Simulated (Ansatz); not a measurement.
```xyz
7

O     1.2058   -2.1645    1.6076
C     0.9982   -1.2142    0.9839
N     0.8715   -0.1976    0.3430
Ge   -0.4278    0.6513   -0.5207
F     0.1955    2.0729   -1.1987
F    -1.7056    1.0765    0.5157
F    -1.0764   -0.2924   -1.7763
```

Geometry: PBE0-D4/def2-TZVP.

Level of theory: Ansatz, RKS PBE0-D4/def2-TZVPP.

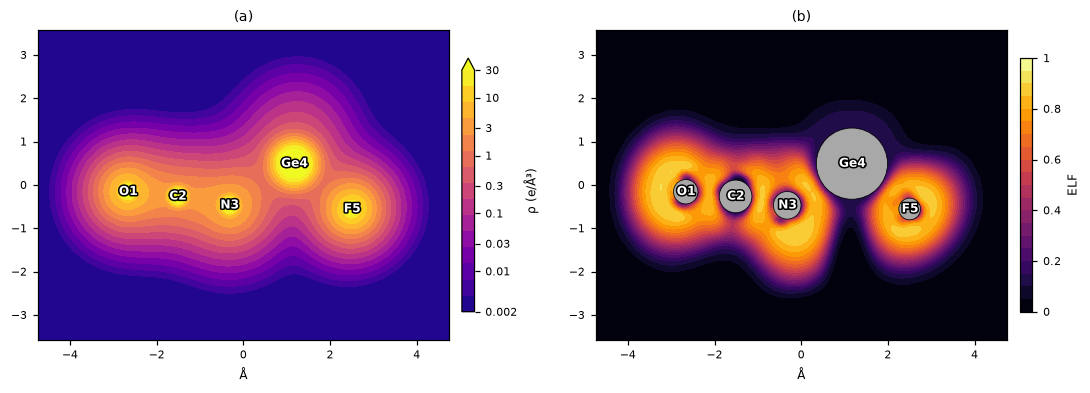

CF3GeNO (SMILES O=C=[N][Ge]([F])([F])[F]). (a) total electron density; (b) ELF on the plane of atoms N3, Ge4 and F5. Grey discs cover the atomic cores in the ELF map.

**What do the fields say about this system?**

- Atoms in the plane: O, C, N, Ge and F.
- C–O (1.16 Å): ρ at the midpoint is about 3.8 e/Å³; the ELF peaks at about 0.85 between the atoms: a multiple bond.
- C–N (1.21 Å): the density is about 3.1 e/Å³ at the midpoint; the ELF peaks at about 0.85 between the atoms: a short, multiple covalent bond.
- Ge–F (1.69 Å): ρ at the midpoint is about 1.1 e/Å³; the ELF peaks at about 0.80 in the valence shell of F, 0.6 Å from its nucleus, and is about 0.25 at the midpoint.
- Ge–N (1.78 Å): ρ is about 1 e/Å³ halfway; the ELF peaks at about 0.85 in the valence shell of N, 0.6 Å from its nucleus, and is about 0.40 at the midpoint.
- The ELF also peaks beside N3, F5 and O1, away from the bonds: lone-pair regions.
